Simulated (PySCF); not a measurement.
Vertical excitations of a molecule CH7ClO2Si2 from PySCF with TDA-M06-2X/def2-SVPD, as energy in eV (oscillator strength): 6.74 (0.011), 7.15 (0.009), 7.52 (0.028), 7.78 (0.010), 7.85 (0.011), 7.99 (0.027), 8.21 (0.010), 8.26 (0.082), 8.33 (0.008), 8.47 (0.038). Lowest triplet (TDA): 6.37 eV. The structure is a stationary point at B3LYP-D3(BJ)/def2-SVP. The values are those of a single conformer.

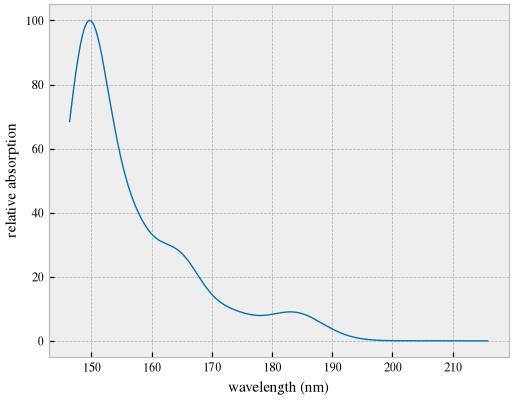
Figure: The lines broadened by 0.4 eV.

Pick the molecule that these values belong to.
(A) C[Si@@H](Cl)O[SiH2]O
(B) OC[Si@@H](O)[SiH2]Cl
(C) C[SiH2][Si](O)(O)Cl
(D) OC[SiH2]O[SiH2]Cl

D, OC[SiH2]O[SiH2]Cl
